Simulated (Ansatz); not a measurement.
# Na3WO4Cl (P4/nmm): converging the G0W0 gap, part 2 of 2

Aim: see how the G0W0 gap of Na3WO4Cl (P4/nmm) on PBE moves with empty bands and screening cutoff, and what each rung costs.

Ansatz 0.2.0; G0W0 on PBE, plane waves, PAW; PAW set soft_1. Known limits of the many-body steps: not at the basis limit; no spin-orbit coupling; coarse k mesh.

So far. Step 4 (1019 empty bands, screening to 130 eV): Against the run with 2×2×4 mesh, 473 empty bands, screening to 78 eV, PAW set soft_1 files, the gap moves by +0.10 eV. Step 5 (Changing the k mesh: 2×2×2 mesh, 473 empty bands …): Against the run with 2×2×4 mesh, 473 empty bands, screening to 78 eV, PAW set soft_1 files, the gap moves by +0.009 eV.

## Step 6: Changing the frequency model: 2×2×4 mesh, 1019 empty bands, screening to 130 eV, plasmon pole, PAW set soft_1 files

A plasmon pole stands in for the full frequency dependence of the screening; this run shows what that costs in accuracy. Bands and cutoff differ from the step before, so it is read against an earlier run that matches them.

input.yaml reads:

```yaml
crystal:
  lattice:
    - [7.5181, 0.0, 0.0]
    - [0.0, 7.5181, 0.0]
    - [0.0, 0.0, 5.36]
  atoms:
    - { symbol: Na, position: [0.5, 0.0, 0.3583961323] }
    - { symbol: Na, position: [0.0, 0.5, 0.6416038677] }
    - { symbol: Na, position: [0.75, 0.25, 0.0] }
    - { symbol: Na, position: [0.25, 0.25, 0.0] }
    - { symbol: Na, position: [0.25, 0.75, 0.0] }
    - { symbol: Na, position: [0.75, 0.75, 0.0] }
    - { symbol: W, position: [0.0, 0.0, 0.5] }
    - { symbol: W, position: [0.5, 0.5, 0.5] }
    - { symbol: Cl, position: [0.5, 0.0, 0.842004016] }
    - { symbol: Cl, position: [0.0, 0.5, 0.157995984] }
    - { symbol: O, position: [0.8093847799, 0.0, 0.2988767308] }
    - { symbol: O, position: [0.5, 0.3093847799, 0.2988767308] }
    - { symbol: O, position: [0.1906152201, 0.0, 0.2988767308] }
    - { symbol: O, position: [0.5, 0.6906152201, 0.2988767308] }
    - { symbol: O, position: [0.3093847799, 0.5, 0.7011232692] }
    - { symbol: O, position: [0.0, 0.1906152201, 0.7011232692] }
    - { symbol: O, position: [0.6906152201, 0.5, 0.7011232692] }
    - { symbol: O, position: [0.0, 0.8093847799, 0.7011232692] }
kpoints:
  mp_grid: { grid: [2, 2, 4] }
hamiltonian:
  xc: pbe
  pseudopotentials: { kind: paw, azcp: { folder: soft_1 } }
scf:
  occupations: { method: fixed }
gw:
  n_empty_bands: 1019
  ecut_chi: 130.0
  qp_bands: [v4, c4]
  qp_kpoints: band_edges
  screening: { model: godby_needs }
```

The run is started by

```
$ ansatz run input.yaml --threads 2 --pin off --max-ram 92160MiB --backend cuda --events-out ev --progress --plain --runs-dir out --devices 1 --max-vram 13GiB
```

Numbers of over 12 decimals in the logs are rounded to 6 here.

Output:

```text
GPUs: using 1 of 1 available (devices: 1).
[...]
GPU FFT provider: cuFFT
GPU libraries: cuBLAS 13.8.2, cuFFT 12.4.0, cuSOLVER 12.3.4
Crystal: 18 atoms, lattice volume = 302.957 Å³
Basis set: ecut = 420 eV, 5929 PW (Γ)
Bands: 90, of which v1, the nominal top of the filled ones, is band 72 counted from 1 (71 counted from 0)
Symmetry: 16 space group operations
[...]
k-points: 9 of 16
[...]
0    76      8.0221   -13.2297    -3.5518   -18.3849  0.8350     9.6353     9.6256  root
[...]
8    73      7.8641   -15.9835    -3.5845   -21.4658  0.8209     9.7753     9.7619  root
     8    74      7.8641   -15.9835    -3.5845   -21.4658  0.8209     9.7753     9.7619  root
     8    75      8.1517   -16.5383    -3.5180   -22.0337  0.8175    10.1435    10.1293  root
     8    76      8.1517   -16.5383    -3.5180   -22.0337  0.8175    10.1435    10.1293  root
[key lines of the parts left out:]
SCF converged after 10 iterations
Free energy (F): -36407.006981 eV
Fermi energy:    2.481108 eV
```

Elapsed: 1.8 min, on 1 × NVIDIA H100 80GB HBM3 (shared by 6 runs) with 2 threads of AMD EPYC 7R13 (Zen 3), shared host; peak memory 5 GiB.

This step gave:

| Item | Value |
| --- | --- |
| bands summed | 1091 |
| plasmon-pole fit frequency | 25.60 eV |
| RPA ε∞ on this mesh (eigenvalues) | 2.467, 2.467, 2.471 |
| plane waves in the screening matrix | 1001 |
| G0W0 gap on the mesh | 6.826 eV |
| k of the valence top | -0.5, -0.5, -0.5 |
| k of the conduction bottom | 0, 0, 0 |
| starting gap on the mesh | 4.665 eV |
| least direct G0W0 gap on the computed points | 6.835 eV |

Against the run with 2×2×4 mesh, 1019 empty bands, screening to 130 eV, PAW set soft_1 files, the gap moves by −0.008 eV.

## Step 7: Changing the files and raising the bands: 2×2×4 mesh, 1511 empty bands, screening to 169 eV, hard PAW files

Other atomic data (hard PAW) test the pseudisation: the cutoff goes from 420 to 930 eV and the valence electrons from 144 to 172, which opens shells that were frozen. Bands and screening cutoff change too, so the step is no clean test of the files.

This step: G0W0 on PBE, plane waves, PAW.

Edit input.yaml of step 6 so:

```diff
@@ -28,3 +28,3 @@
   xc: pbe
-  pseudopotentials: { kind: paw, azcp: { folder: soft_1 } }
+  pseudopotentials: { kind: paw, source: ansatz }
 scf:
@@ -32,6 +32,6 @@
 gw:
-  n_empty_bands: 1019
-  ecut_chi: 130.0
+  n_empty_bands: 1511
+  ecut_chi: 169.0
   qp_bands: [v4, c4]
   qp_kpoints: band_edges
-  screening: { model: godby_needs }
+  screening: { model: contour_deformation }
```

Output:

```text
GPUs: using 1 of 1 available (devices: 1).
[...]
GPU FFT provider: cuFFT
GPU libraries: cuBLAS 13.8.2, cuFFT 12.4.0, cuSOLVER 12.3.4
Crystal: 18 atoms, lattice volume = 302.957 Å³
Basis set: ecut = 930 eV, 19535 PW (Γ)
Bands: 104, of which v1, the nominal top of the filled ones, is band 86 counted from 1 (85 counted from 0)
Symmetry: 16 space group operations
[...]
k-points: 9 of 16
[...]
0    90      8.5057   -13.1948    -3.7912   -18.3519  0.8162     9.8883     9.8716  root
[...]
8    87      8.3462   -15.9590    -3.8982   -21.4475  0.7984     9.9614     9.9365  root
     8    88      8.3462   -15.9590    -3.8982   -21.4475  0.7984     9.9614     9.9365  root
     8    89      8.6347   -16.5107    -3.8514   -22.0129  0.7947    10.3123    10.2853  root
     8    90      8.6347   -16.5107    -3.8514   -22.0129  0.7947    10.3123    10.2853  root
[key lines of the parts left out:]
SCF converged after 10 iterations
Free energy (F): -51397.361349 eV
Fermi energy:    2.966997 eV
```

Elapsed: 3.4 min, on 1 × NVIDIA H100 80GB HBM3 (shared by 6 runs) with 2 threads; peak memory 9.6 GiB.

Numbers from this step:

```
bands summed                                 : 1597
RPA ε∞ on this mesh (eigenvalues)            : 2.470, 2.470, 2.474
plane waves in the screening matrix          : 1515
G0W0 gap on the mesh                         : 6.919 eV
k of the valence top                         : -0.5, -0.5, -0.5
k of the conduction bottom                   : 0, 0, 0
starting gap on the mesh                     : 4.665 eV
least direct G0W0 gap on the computed points : 6.933 eV
```

Against the run with 2×2×4 mesh, 1019 empty bands, screening to 130 eV, PAW set soft_1 files, the gap moves by +0.09 eV.

## Step 8: Side by side

Times are wall times on 1 × NVIDIA H100 80GB HBM3 (shared by 6 runs) with 2 threads of AMD EPYC 7R13 (Zen 3), shared host, good to a factor of about two.

| mesh | files | frequency | bands summed | cutoff (eV) | start (eV) | G0W0 (eV) | time | host memory (GiB) |
| --- | --- | --- | --- | --- | --- | --- | --- | --- |
| 2×2×4 | PAW set soft_1 | contour deformation | 239 | 39 | 4.665 | 6.848 | 40 s | 1.4 |
| 2×2×4 | PAW set soft_1 | contour deformation | 545 | 78 | 4.665 | 6.729 | 92 s | 2.0 |
| 2×2×4 | PAW set soft_1 | contour deformation | 1091 | 130 | 4.665 | 6.834 | 4.6 min | 3.4 |
| 2×2×2 | PAW set soft_1 | contour deformation | 545 | 78 | 4.665 | 6.738 | 48 s | 1.7 |
| 2×2×4 | PAW set soft_1 | plasmon pole | 1091 | 130 | 4.665 | 6.826 | 1.8 min | 5.0 |
| 2×2×4 | hard PAW | contour deformation | 1597 | 169 | 4.665 | 6.919 | 3.4 min | 9.6 |

The parts of the quasiparticle energy at the two band edges (eV; QP = start + Σx + Σc − Vxc):

| run | edge | start | Σx | Σc | Vxc | Z | QP |
| --- | --- | --- | --- | --- | --- | --- | --- |
| 239 bands | valence top | 2.48 | -25.40 | 4.35 | -20.12 | 0.77 | 1.55 |
| 239 bands | conduction bottom | 7.15 | -7.52 | -3.03 | -11.80 | 0.85 | 8.39 |
| 545 bands | valence top | 2.48 | -25.40 | 4.28 | -20.12 | 0.76 | 1.47 |
| 545 bands | conduction bottom | 7.15 | -7.52 | -3.22 | -11.80 | 0.85 | 8.20 |
| 1091 bands | valence top | 2.48 | -25.40 | 4.08 | -20.12 | 0.76 | 1.27 |
| 1091 bands | conduction bottom | 7.15 | -7.52 | -3.32 | -11.80 | 0.85 | 8.11 |

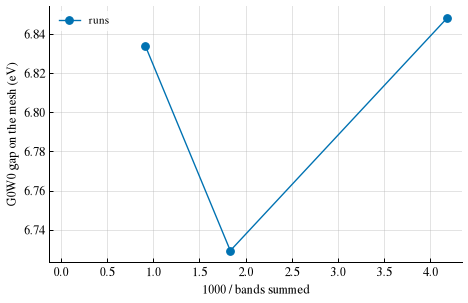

The gap against one over the number of bands.

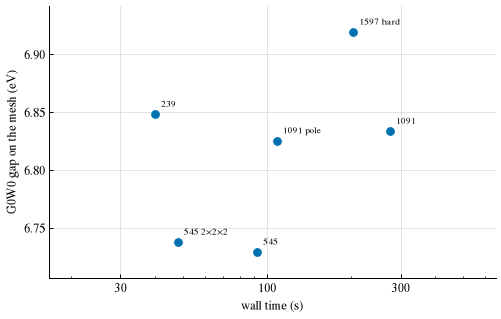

Result against wall time.

## Step 9: Summary of results

| Item | Value |
| --- | --- |
| 239 bands, 39 eV | 6.848 eV |
| 545 bands, 78 eV | 6.729 eV |
| 1091 bands, 130 eV | 6.834 eV |
| mesh and start | 2×2×4, PBE |

From 239 to 1091 bands the gap moves by −0.01 eV while the time grows 6.9-fold. Σc changes by −0.27 eV at the valence top and −0.29 eV at the conduction bottom, so the levels themselves move more than the gap between them. The gap turns back along the series, so no limit is drawn from it. On the 2×2×2 mesh in place of 2×2×4 the gap differs by +0.01 eV, of which −0.0003 eV is already in the start. The plasmon-pole model gives −0.01 eV against contour deformation, 0 % of the correction. With hard PAW files and 1597 bands the gap is 6.92 eV. The 2×2×4 mesh is coarse for this cell (its supercell is 15 Å along the shortest edge). The RPA ε∞ on it, from the PBE start, is 2.47; such meshes misread the long-range screening, most where the gap is narrow. The many-body steps are scalar-relativistic: spin-orbit coupling is not in them.

[Paths, hosts, dates, memory and timing lines, banners, echoed tables and standing remarks are left out of the program output.]

[Logs are printed without paths, hosts, clocks, repeated set-up lines and the standing remarks that a program may print on its own settings, such as how far it seeks lower states.]

[Runs of the session that timed out or met a known fault of the program may be left out.]

[Cells called generated may have been cut or substituted from an entry of the Crystallography Open Database or the Materials Project.]

[Hosts, paths, dates, database ids (printed as entryN), source tags and the programs' standing remarks are cut or masked in the printed files.]
